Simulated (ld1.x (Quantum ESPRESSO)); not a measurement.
# An ultrasoft potential for Ga, from input to tests

Aim: build the potential from the settings below, then test how well it stands in for the atom: other configurations, scattering, ghost states and the plane-wave cutoff that it needs.

The numbers are computed with ld1.x (Quantum ESPRESSO) 7.5 (PBE, scalar-relativistic, spin-unpolarised reference atom).

15 further runs of the same task are left out: 8 that didn't finish, 7 set aside as unsound or not needed.

## (1) Starting point

Typed settings, in words:

- element: gallium (Ga, Z = 31)
- type: ultrasoft
- frozen core: [Ne]
- valence charge: 21
- reference configuration: 3s2 3p6 3d10 4s1.5 4p0 (charge +1.5)
- partial waves: 3s (bound): rcut 1.00, rcutus 1.10 bohr; 4s (bound): rcut 1.00, rcutus 1.10 bohr; 3p (bound): rcut 0.95, rcutus 1.00 bohr; 4p (bound, empty): rcut 0.95, rcutus 1.00 bohr; 3d (bound): rcut 0.55, rcutus 0.65 bohr; 3d channel at -1.45 Ry: rcut 0.55, rcutus 0.65 bohr
- local potential: all-electron potential smoothed inside 0.80 bohr (lloc = -2)
- core correction: a·sin(br)/r model core inside 0.65 bohr
- augmentation charge: PSQ, inside the norm-conserving radii

An earlier all-electron run gives the scale for the radii.

All-electron outer shells of the reference configuration (PBE, scalar-relativistic, ld1.x):

```
shell  level (eV)  outermost node (bohr)  outermost maximum (bohr)
   2s    -1276.40                   0.07                      0.18
   2p    -1112.93                      –                      0.15
   3s     -162.26                   0.27                      0.56
   3p     -113.00                   0.24                      0.56
   3d      -33.23                      –                      0.53
   4s      -21.10                   0.80                      1.81
   4p      -13.28                   0.86                      2.21
```

## (2) The generation run

Ga.in

```
 &input
   title='Ga', zed=31., rel=1, dft='PBE', iswitch=3,
   config='[Ar] 3d10 4s1.5 4p0',
   nld=3, rlderiv=1.20, eminld=-14.0, emaxld=5.0, deld=0.04
 /
 &inputp
   pseudotype=3, tm=.true., lloc=-2, rcloc=0.80,
   nlcc=.true., rcore=0.65,
   which_augfun='PSQ', rmatch_augfun_nc=.true.,
   file_pseudopw='Ga.UPF', file_wfcaegen='ae.wfc', file_wfcncgen='nc.wfc', file_beta='beta', file_chi='chi', file_wfcusgen='us.wfc'
 /
6
3S  1  0   2.00   0.00  1.00  1.10  0.0
4S  2  0   1.50   0.00  1.00  1.10  0.0
3P  2  1   6.00   0.00  0.95  1.00  0.0
4P  3  1   0.00   0.00  0.95  1.00  0.0
3D  3  2  10.00   0.00  0.55  0.65  0.0
3D  3  2   0.00  -1.45  0.55  0.65  0.0
 &test
   configts(1)='3s2 3p6 3d10 4s1.5 4p0'
 /
```

Launch:

```bash
$ ld1.x < Ga.in > Ga.out
```

What the program wrote to Ga.out (without the banner and most projector matrices):

```text
     Program LD1 v.7.5
     --------------------------- All-electron run ----------------------------

     Ga
     scalar relativistic calculation

     atomic number is 31.00
     dft =PBE   lsd =0 sic =0 latt =0  beta=0.20 tr2=1.0E-14
     Exchange-correlation= PBE
                           (   1   4   3   4   0   0   0)
     mesh =1205 r(mesh) = 101.09016 a.u. xmin = -7.00 dx = 0.01250
     1 Ry =  13.60569312 eV, c = 137.03599908

     n l     nl                  e(Ry)          e(Ha)          e(eV)
     1 0     1S 1( 2.00)      -752.9377      -376.4688    -10244.2387
     2 0     2S 1( 2.00)       -93.8138       -46.9069     -1276.4014
     2 1     2P 1( 6.00)       -81.7990       -40.8995     -1112.9324
     3 0     3S 1( 2.00)       -11.9262        -5.9631      -162.2642
     3 1     3P 1( 6.00)        -8.3055        -4.1528      -113.0022
     3 2     3D 1(10.00)        -2.4423        -1.2211       -33.2291
     4 0     4S 1( 1.50)        -1.5505        -0.7752       -21.0951
     4 1     4P 1( 0.00)        -0.9761        -0.4881       -13.2807

     final scf error:  9.1E-15 reached in  34 iterations

     Etot =   -3886.774127 Ry,   -1943.387064 Ha,  -52882.256015 eV

     Ekin =    3952.918227 Ry,    1976.459114 Ha,   53782.192341 eV
     Encl =   -9336.539134 Ry,   -4668.269567 Ha, -127030.086291 eV
     Eh   =    1647.149037 Ry,     823.574518 Ha,   22410.604324 eV
     Exc  =    -150.302257 Ry,     -75.151129 Ha,   -2044.966390 eV

     normalization and overlap integrals

     s(1S/1S) =  1.000000  <r> =   0.0486  <r2> =    0.0032  r(max) =   0.0319
     s(2S/2S) =  1.000000  <r> =   0.2178  <r2> =    0.0560  r(max) =   0.1833
     s(2P/2P) =  1.000000  <r> =   0.1907  <r2> =    0.0446  r(max) =   0.1464
     s(3S/3S) =  1.000000  <r> =   0.6519  <r2> =    0.4908  r(max) =   0.5647
     s(3P/3P) =  1.000000  <r> =   0.6792  <r2> =    0.5441  r(max) =   0.5647
     s(3D/3D) =  1.000000  <r> =   0.8030  <r2> =    0.8386  r(max) =   0.5305
     s(4S/4S) =  1.000000  <r> =   2.1423  <r2> =    5.2490  r(max) =   1.8058
     s(4P/4P) =  1.000000  <r> =   2.6657  <r2> =    8.1910  r(max) =   2.2056

     ------------------------ End of All-electron run ------------------------

     --------------------- Generating US pseudopotential ---------------------

      Generating local potential from pseudized AE potential:
      Matching radius rcloc =   0.8000
      Enforcing V''(0)=0 (lloc=-2)

      Local pseudo, rcloc= 0.791 Estimated cut-off energy=    50.20 Ry

      Computing core charge for nlcc:

       r > 0.66 : true rho core
       r < 0.66 : rho core = a sin(br)/r    a=   0.38  b=   4.40

      Integrated core pseudo-charge :   0.06
      Wfc-us  3S rcutus= 1.095  Estimated cut-off energy=    45.30 Ry
      Wfc-us  4S rcutus= 1.095  Estimated cut-off energy=    92.87 Ry
      Wfc-us  3P rcutus= 0.991  Estimated cut-off energy=    84.18 Ry
      Wfc-us  4P rcutus= 0.991  Estimated cut-off energy=   150.10 Ry
      Wfc-us  3D rcutus= 0.648  Estimated cut-off energy=   267.54 Ry
      Wfc-us  3D rcutus= 0.648  Estimated cut-off energy=   270.29 Ry

     Q pseudized with Bessel functions
     Expected ecutrho=    1241.2819 due to l1=  2   l2=  2

     ------------------- End of pseudopotential generation -------------------

     [... the all-electron block is printed once more ...]


     Computing logarithmic derivative in   1.20296
     Computing logarithmic derivative in   1.20296
     Computing the partial wave expansion
     R is outside the sphere for l=    0 j= 0.00
     R is outside the sphere for l=    0 j= 0.00
     R is outside the sphere for l=    1 j= 0.00
     R is outside the sphere for l=    1 j= 0.00
     R is outside the sphere for l=    2 j= 0.00
     R is outside the sphere for l=    2 j= 0.00

     ---------------------- Testing the pseudopotential ----------------------

     Ga
     scalar relativistic calculation

     atomic number is 31.00   valence charge is 21.00
     dft =PBE   lsd =0 sic =0 latt =0  beta=0.20 tr2=1.0E-14
     mesh =1205 r(mesh) = 101.09016 xmin = -7.00 dx = 0.01250

     n l     nl             e AE (Ry)        e PS (Ry)    De AE-PS (Ry)
     1 0     3S   1( 2.00)      -11.92620      -11.92608       -0.00012
     2 1     3P   1( 6.00)       -8.30551       -8.30541       -0.00009
     3 2     3D   1(10.00)       -2.44229       -2.44221       -0.00008
     2 0     4S   1( 1.50)       -1.55046       -1.55043       -0.00004
     3 1     4P   1( 0.00)       -0.97612       -0.97608       -0.00003

     eps = 7.9E-16  iter =  6

     Etot =   -3886.774127 Ry,   -1943.387064 Ha,  -52882.256015 eV
     Etotps =  -522.043614 Ry,    -261.021807 Ha,   -7102.765212 eV

     Ekin =     278.537501 Ry,     139.268751 Ha,    3789.695763 eV
     Encl =   -1135.999295 Ry,    -567.999647 Ha,  -15456.057795 eV
     Ehrt =     435.168675 Ry,     217.584337 Ha,    5920.771443 eV
     Ecxc =     -45.116906 Ry,     -22.558453 Ha,    -613.846771 eV
     (Ecc =      -0.049336 Ry,      -0.024668 Ha,      -0.671257 eV)
     Epseu=     -54.633589 Ry,     -27.316795 Ha,    -743.327852 eV

     ---------------------- End of pseudopotential test ----------------------
```

Run time: 2.1 s. Hardware: 1 thread of Neoverse-V1, shared host. This counts the later configuration tests of the new file too.

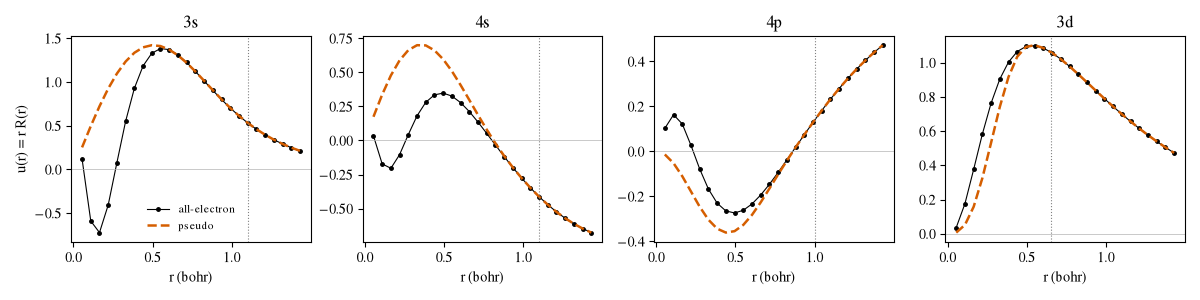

All-electron and pseudo partial waves (3s, 4s, 4p, 3d), with the matching radii dotted. The curves join 26 sampled radii, too few to resolve the innermost nodes.

## (3) Configuration tests

Ga.test.in

```
 &input
   title='Ga', zed=31., rel=1, dft='PBE', iswitch=2,
   config='[Ar] 3d10 4s1.5 4p0'
 /
 &test
   file_pseudo='Ga.UPF', nconf=8,
   configts(1)='3s2 3p6 3d10 4s1.5 4p0',
   configts(2)='3s2 3p6 3d10 4s2 4p1',
   configts(3)='3s2 3p6 3d10 4s2 4p0',
   configts(4)='3s2 3p6 3d10 4s1 4p0',
   configts(5)='3s1 3p6 3d10 4s2 4p1',
   configts(6)='3s2 3p6 3d10 4s2 4p1.3',
   configts(7)='3s2 3p5 3d10 4s2 4p1',
   configts(8)='3s2 3p6 3d9 4s0 4p0'
 /
```

Launch:

```bash
$ ld1.x < Ga.test.in > Ga.test.out
```

Ga.test.out, the pseudopotential blocks:

```text
     ---------------------- Testing the pseudopotential ----------------------

     Ga
     scalar relativistic calculation

     atomic number is 31.00   valence charge is 21.00
     dft =PBE   lsd =0 sic =0 latt =0  beta=0.20 tr2=1.0E-14
     mesh =1205 r(mesh) = 101.09016 xmin = -7.00 dx = 0.01250

     n l     nl             e AE (Ry)        e PS (Ry)    De AE-PS (Ry)
     1 0     3S   1( 2.00)      -11.92620      -11.92608       -0.00012
     2 1     3P   1( 6.00)       -8.30551       -8.30541       -0.00009
     3 2     3D   1(10.00)       -2.44229       -2.44221       -0.00008
     2 0     4S   1( 1.50)       -1.55046       -1.55043       -0.00004
     3 1     4P   1( 0.00)       -0.97612       -0.97608       -0.00003

     eps = 8.0E-16  iter =  6

     Etot =   -3886.774127 Ry,   -1943.387064 Ha,  -52882.256015 eV
     Etotps =  -522.043614 Ry,    -261.021807 Ha,   -7102.765212 eV

     Ekin =     278.537501 Ry,     139.268751 Ha,    3789.695763 eV
     Encl =   -1135.999295 Ry,    -567.999647 Ha,  -15456.057795 eV
     Ehrt =     435.168675 Ry,     217.584337 Ha,    5920.771443 eV
     Ecxc =     -45.116906 Ry,     -22.558453 Ha,    -613.846771 eV
     (Ecc =      -0.049336 Ry,      -0.024668 Ha,      -0.671257 eV)
     Epseu=     -54.633589 Ry,     -27.316795 Ha,    -743.327852 eV

     ---------------------- End of pseudopotential test ----------------------

     ---------------------- Testing the pseudopotential ----------------------

     Ga
     [...]
     n l     nl             e AE (Ry)        e PS (Ry)    De AE-PS (Ry)
     1 0     3S   1( 2.00)      -10.88704      -10.88734        0.00030
     2 1     3P   1( 6.00)       -7.26602       -7.26619        0.00017
     3 2     3D   1(10.00)       -1.40782       -1.40756       -0.00026
     2 0     4S   1( 2.00)       -0.65769       -0.65782        0.00013
     3 1     4P   1( 1.00)       -0.18956       -0.18950       -0.00006

     eps = 4.4E-15  iter =  9

     Etot =   -3887.879138 Ry,   -1943.939569 Ha,  -52897.290452 eV
     Etotps =  -523.148718 Ry,    -261.574359 Ha,   -7117.800915 eV
     dEtot_ae =      -1.105011 Ry
     dEtot_ps =      -1.105104 Ry,   Delta E=       0.000093 Ry

     [...]
     ---------------------- End of pseudopotential test ----------------------

     ---------------------- Testing the pseudopotential ----------------------

     Ga
     [...]
     n l     nl             e AE (Ry)        e PS (Ry)    De AE-PS (Ry)
     1 0     3S   1( 2.00)      -11.49565      -11.49517       -0.00048
     2 1     3P   1( 6.00)       -7.87490       -7.87477       -0.00013
     3 2     3D   1(10.00)       -2.01549       -2.01495       -0.00054
     2 0     4S   1( 2.00)       -1.20034       -1.20026       -0.00008
     3 1     4P   1( 0.00)       -0.66647       -0.66660        0.00013

     eps = 4.6E-15  iter = 10

     Etot =   -3887.461073 Ry,   -1943.730537 Ha,  -52891.602393 eV
     Etotps =  -522.730605 Ry,    -261.365302 Ha,   -7112.112194 eV
     dEtot_ae =      -0.686946 Ry
     dEtot_ps =      -0.686991 Ry,   Delta E=       0.000044 Ry

     [...]
     ---------------------- End of pseudopotential test ----------------------

     ---------------------- Testing the pseudopotential ----------------------

     Ga
     [...]
     n l     nl             e AE (Ry)        e PS (Ry)    De AE-PS (Ry)
     1 0     3S   1( 2.00)      -12.38148      -12.38203        0.00056
     2 1     3P   1( 6.00)       -8.76072       -8.76086        0.00014
     3 2     3D   1(10.00)       -2.89274       -2.89341        0.00067
     2 0     4S   1( 1.00)       -1.91606       -1.91619        0.00013
     3 1     4P   1( 0.00)       -1.30377       -1.30348       -0.00029

     eps = 8.9E-15  iter =  9

     Etot =   -3885.908206 Ry,   -1942.954103 Ha,  -52870.474558 eV
     Etotps =  -521.177581 Ry,    -260.588791 Ha,   -7090.982235 eV
     dEtot_ae =       0.865921 Ry
     dEtot_ps =       0.866033 Ry,   Delta E=      -0.000112 Ry

     [...]
     ---------------------- End of pseudopotential test ----------------------

     ---------------------- Testing the pseudopotential ----------------------

     Ga
     [...]
     n l     nl             e AE (Ry)        e PS (Ry)    De AE-PS (Ry)
     1 0     3S   1( 1.00)      -12.34532      -12.35161        0.00629  !
     2 1     3P   1( 6.00)       -8.70792       -8.70857        0.00065
     3 2     3D   1(10.00)       -2.78038       -2.78365        0.00327
     2 0     4S   1( 2.00)       -1.42685       -1.42919        0.00234
     3 1     4P   1( 1.00)       -0.81928       -0.81791       -0.00137

     eps = 9.4E-16  iter = 10

     Etot =   -3876.289000 Ry,   -1938.144500 Ha,  -52739.598585 eV
     Etotps =  -511.552657 Ry,    -255.776328 Ha,   -6960.028467 eV
     dEtot_ae =      10.485128 Ry
     dEtot_ps =      10.490957 Ry,   Delta E=      -0.005830 Ry

     [...]
     ---------------------- End of pseudopotential test ----------------------

     ---------------------- Testing the pseudopotential ----------------------

     Ga
     [...]
     n l     nl             e AE (Ry)        e PS (Ry)    De AE-PS (Ry)
     1 0     3S   1( 2.00)      -10.74610      -10.74656        0.00046
     2 1     3P   1( 6.00)       -7.12502       -7.12528        0.00026
     3 2     3D   1(10.00)       -1.26683       -1.26667       -0.00017
     2 0     4S   1( 2.00)       -0.52577       -0.52595        0.00019
     3 1     4P   1( 1.30)       -0.07511       -0.07506       -0.00005

     eps = 7.5E-15  iter =  9

     Etot =   -3887.918382 Ry,   -1943.959191 Ha,  -52897.824395 eV
     Etotps =  -523.187949 Ry,    -261.593974 Ha,   -7118.334674 eV
     dEtot_ae =      -1.144255 Ry
     dEtot_ps =      -1.144334 Ry,   Delta E=       0.000080 Ry

     [...]
     ---------------------- End of pseudopotential test ----------------------

     ---------------------- Testing the pseudopotential ----------------------

     Ga
     [...]
     n l     nl             e AE (Ry)        e PS (Ry)    De AE-PS (Ry)
     1 0     3S   1( 2.00)      -12.32838      -12.32841        0.00004
     2 1     3P   1( 5.00)       -8.69183       -8.68801       -0.00381
     3 2     3D   1(10.00)       -2.76390       -2.76439        0.00049
     2 0     4S   1( 2.00)       -1.42644       -1.42742        0.00099
     3 1     4P   1( 1.00)       -0.81928       -0.81859       -0.00069

     eps = 4.7E-15  iter = 22

     Etot =   -3879.926213 Ry,   -1939.963106 Ha,  -52789.085391 eV
     Etotps =  -515.194379 Ry,    -257.597189 Ha,   -7009.576619 eV
     dEtot_ae =       6.847915 Ry
     dEtot_ps =       6.849235 Ry,   Delta E=      -0.001321 Ry

     [...]
     ---------------------- End of pseudopotential test ----------------------

     ---------------------- Testing the pseudopotential ----------------------

     Ga
     [...]
     n l     nl             e AE (Ry)        e PS (Ry)    De AE-PS (Ry)
     1 0     3S   1( 2.00)      -15.14545      -15.16014        0.01468  !
     2 1     3P   1( 6.00)      -11.50536      -11.51419        0.00883  !
     3 2     3D   1( 9.00)       -5.56487       -5.57214        0.00727  !
     2 0     4S   1( 0.00)       -3.74360       -3.75254        0.00894  !
     3 1     4P   1( 0.00)       -2.94776       -2.94561       -0.00215

     eps = 6.9E-15  iter =  9

     Etot =   -3878.914899 Ry,   -1939.457449 Ha,  -52775.325765 eV
     Etotps =  -514.177649 Ry,    -257.088824 Ha,   -6995.743299 eV
     dEtot_ae =       7.859228 Ry
     dEtot_ps =       7.865966 Ry,   Delta E=      -0.006737 Ry

     [...]
     ---------------------- End of pseudopotential test ----------------------
```

The tests as a table, with energies relative to 3s2 3p6 3d10 4s1.5 4p0.

| valence configuration | charge | ΔE all-electron (eV) | error AE − PS (meV) |
| --- | --- | --- | --- |
| 3s2 3p6 3d10 4s2 4p1 | 0 | -15.034 | +1.3 |
| 3s2 3p6 3d10 4s2 4p0 | +1 | -9.346 | +0.6 |
| 3s2 3p6 3d10 4s1 4p0 | +2 | 11.781 | -1.5 |
| 3s1 3p6 3d10 4s2 4p1 | +1 | 142.657 | -79 |
| 3s2 3p6 3d10 4s2 4p1.3 | -0.3 | -15.568 | +1.1 |
| 3s2 3p5 3d10 4s2 4p1 | +1 | 93.171 | -18 |
| 3s2 3p6 3d9 4s0 4p0 | +4 | 106.930 | -92 |

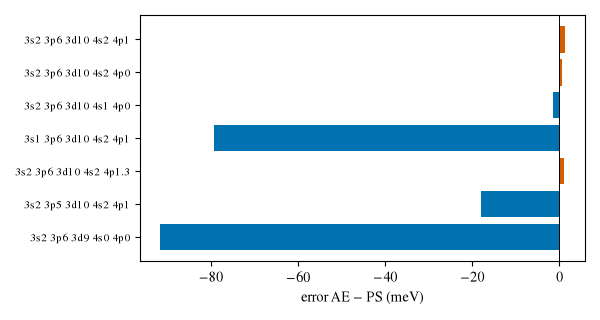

Error of the potential in each test configuration.

## (4) Scattering by logarithmic derivatives

Taken from the files of the generation run. The phase is arctan(r·u′/u) with u = r·R, unwrapped, with energies in Ry. A pole is an energy at which the radial function vanishes at the test radius. The pseudo phase is shifted by a multiple of π to meet the all-electron one at the reference energy. Levels narrower than the energy grid can be missing from the poles. The last column is the largest difference on the grid between −1 and +1 Ry.

| channel | radius (bohr) | reference (Ry) | poles AE | poles PS | window around the reference with phases within 0.05 rad (Ry) | largest difference near zero (rad) |
| --- | --- | --- | --- | --- | --- | --- |
| s | 1.20 | -1.55 | -10.89 | -10.89 | the whole range | 0.001 |
| p | 1.20 | -0.98 | -7.00 | -7.00 | the whole range | 0.000 |
| d | 1.20 | -2.44 | -0.69 | -0.69 | the whole range | 0.000 |

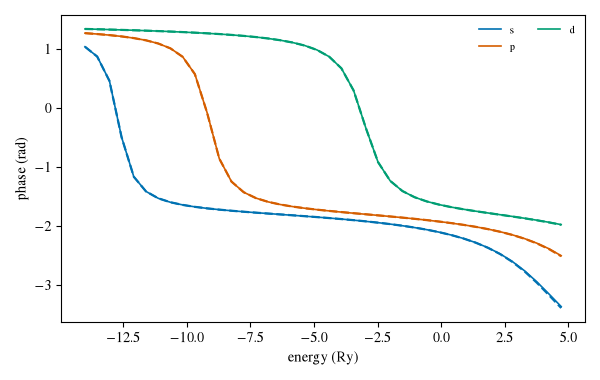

Phases by channel: all-electron solid, pseudo dashed.

## (5) Cutoff and ghost test in a Bessel basis

This step uses the generator's waves and projectors in a separate script. Basis: spherical Bessel functions vanishing at 20 bohr, q² up to the cutoff; potential fixed at the reference.

All-electron valence levels (Ry): 3s -11.9262, 4s -1.5505, 3p -8.3055, 4p -0.9761, 3d -2.4423. The lowest levels of each channel (Ry) by cutoff; the last column sums, over occupied levels, occupation times the distance from the level at 400 Ry. A positive value at high cutoff is not a bound level.

| cutoff (Ry) | s #1 | s #2 | p #1 | p #2 | d #1 | f #1 | Σ f·Δε (mRy) |
| --- | --- | --- | --- | --- | --- | --- | --- |
| 8 | -9.6502 | -1.1696 | -3.1318 | -0.5868 | -0.4609 | -0.1531 | 55977.0 |
| 15 | -11.1783 | -1.3448 | -5.4817 | -0.7495 | -0.4965 | -0.1532 | 38202.3 |
| 25 | -11.7752 | -1.4431 | -7.1924 | -0.8536 | -0.5426 | -0.1532 | 26136.3 |
| 40 | -11.9172 | -1.5025 | -8.0275 | -0.9150 | -0.6288 | -0.1532 | 19890.3 |
| 55 | -11.9252 | -1.5336 | -8.2442 | -0.9410 | -0.7481 | -0.1532 | 17334.1 |
| 90 | -11.9261 | -1.5502 | -8.3040 | -0.9682 | -1.2729 | -0.1532 | 11700.9 |
| 120 | -11.9262 | -1.5503 | -8.3047 | -0.9756 | -1.8261 | -0.1532 | 6165.1 |
| 180 | -11.9262 | -1.5505 | -8.3054 | -0.9760 | -2.3722 | -0.1532 | 698.4 |
| 260 | -11.9262 | -1.5505 | -8.3055 | -0.9761 | -2.4403 | -0.1532 | 16.9 |
| 400 | -11.9262 | -1.5505 | -8.3055 | -0.9761 | -2.4420 | -0.1532 | 0.0 |

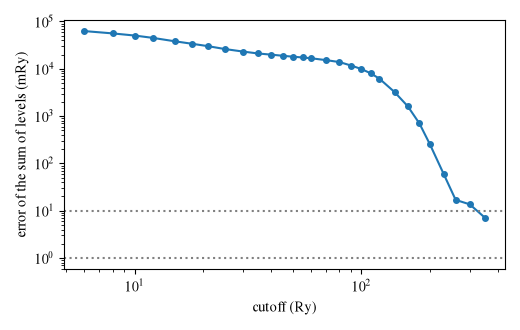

Occupation-weighted error of the valence levels against the cutoff; the dotted lines mark 10 and 1 mRy.

The sum stays within 10 mRy only somewhere over 300 Ry and within 1 mRy only somewhere over 300 Ry. The sum leaves out empty levels, which can need more. Ghost test: no level below the all-electron spectrum of its channel (s, p, d, f tested).

## (6) What came out

```
                                                quantity                             value
               cutoffs for 10 and 1 mRy, occupied levels       over 300 Ry and over 300 Ry
                                            bound ghosts                        none found
                            largest test error (AE − PS)  -92 meV, for 3s2 3p6 3d9 4s0 4p0
largest phase difference near zero energy, channels read                         0.001 rad
         lowest eigenvalue of the overlap (Bessel basis)                         0.104 (s)
               density cutoff estimated by the generator                           1241 Ry
```

What this shows: The worst unpolarised test, 3s2 3p6 3d9 4s0 4p0, is off by 92 meV on 106.9 eV; by total energies transferability rates as fair. That test lies far up in energy; among those under 40 eV, nearer to bonding, the largest error is 1.5 meV. It counts as very hard, with over 300 Ry needed at the looser tolerance. The slowest occupied level is 3d: taken alone it needs over 300 Ry to come within 1 mRy, against 120 Ry for 3p. The Bessel-basis test finds no level below the valence levels. Near zero energy the phases of the channels with partial waves agree within 0.001 rad. These are tests on the free atom; a crystal test is still owed.
